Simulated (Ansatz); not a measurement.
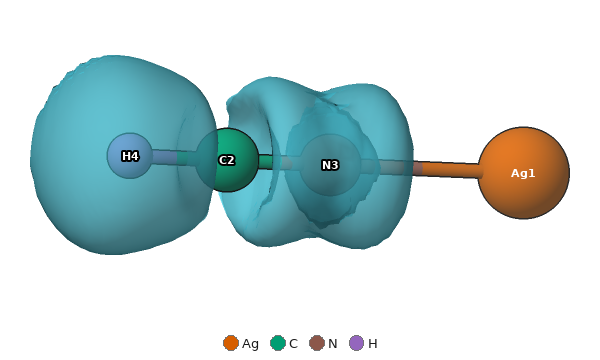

Figure 1: CHAgN (charge +1). Isosurface of the ELF at 0.75 (cyan), seen from one side. Core shells and regions of very low density are left out.

Geometry: PBE0-D4/def2-TZVP; core potentials replace the inner electrons of Ag.

The calculation used RKS PBE0-D4/def2-TZVPPD in Ansatz.

> Identify the bonds, lone pairs and shells in this picture.

The surface consists of one region around a hydrogen nucleus and one region on N in which the atom's valence shell and bonds are merged. Along the contacts the grid gives the following. C–N (1.14 Å): the ELF peaks at about 0.85 between the atoms (a multiple bond). Ag–N (2.14 Å): the ELF peaks at about 0.90 in the valence shell of N, 0.6 Å from its nucleus, and is about 0.15 at the midpoint.
